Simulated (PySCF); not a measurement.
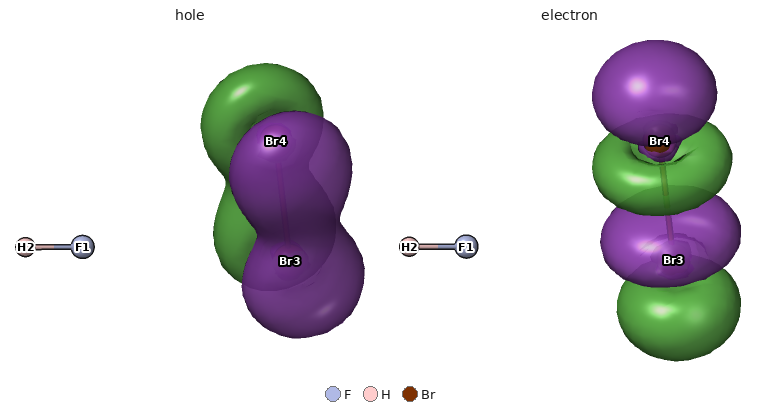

*Br2FH, SMILES `F.BrBr`. Leading natural transition orbital pair of S₄ (TDA singlet states); the surfaces enclose about 78 % of each orbital's density.*

Computed with PySCF, CAM-B3LYP/def2-SVP, geometry: GFN2-xTB. The pair's geometry is semi-empirical, so its contact may be too short or too long. GFN2-xTB bond lengths at metals and heavier atoms can be off by up to 0.1 Å and shapes distorted, which carries into these values. Without diffuse functions Rydberg states are missing, so the states' numbers hold for this basis only.

Cartesian coordinates (Å):

```
F1      -2.5612   -1.2034    0.0037
H2      -3.4740   -1.3906   -0.0264
Br3      0.9074   -0.8310   -0.0002
Br4     -0.1496    1.1802   -0.0000
```

### Where does the state lie, and where do hole and electron sit?

5.30 eV (234 nm), f = 0.000 (dark); the leading pair carries 100 %; hole on Br3 and Br4 (50 % each), electron on Br3 and Br4 (50 % each); their centroids lie 0.0 Å apart; S₃ lies within 0.1 eV of it. In canonical orbitals it is mainly HOMO−3 → LUMO (100 %). The HOMO–LUMO gap is 7.02 eV.

Run time: 62 s on 1 thread of Arm Neoverse V2, with other jobs on the host, peak memory 0.46 GiB.
